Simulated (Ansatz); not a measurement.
Consider HfO2 (space group P2_1/c, No. 14).

```xyz
12
Lattice="5.1142 0.0000 0.0000 0.0000 5.1819 0.0000 -0.8708 0.0000 5.2238" Properties=species:S:1:pos:R:3 pbc="T T T"
Hf     1.2312     0.2169     1.0879
Hf     3.4476     2.8079     1.5240
Hf     3.0122     4.9650     4.1359
Hf     0.7958     2.3741     3.6998
O      0.0586     1.7295     1.7971
O      4.6201     4.3205     0.8148
O      4.1847     3.4524     3.4267
O     -0.3768     0.8614     4.4090
O      1.8743     3.9262     2.4995
O      2.8044     1.3352     0.1124
O      2.3690     1.2558     2.7243
O      1.4389     3.8467     5.1113
```

Cartesian axes are those of the cell as printed.

Now apply this change: tensor shear ε_xz = −3.28 % (engineering shear γ = -0.0656), atoms relaxed at fixed cell.

Calculations: Ansatz (a program for electronic structure) r2SCAN, spin-orbit coupling left out, earlier PAW set.

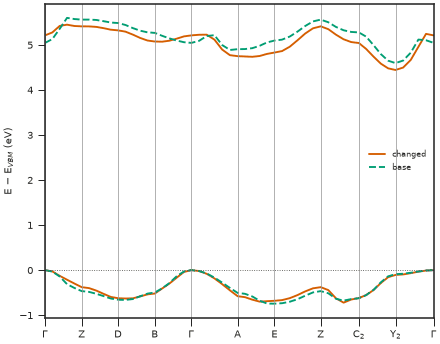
Fig. 1. Highest valence and lowest conduction band along the path, each from its own valence-band maximum

The gap is 4.44 eV, indirect, Γ → Y₂; the base has 4.60 eV.

With Hf present, leaving out spin-orbit coupling can change the band edges. The cells carry an imposed strain or load. No phonon test of stability was made.
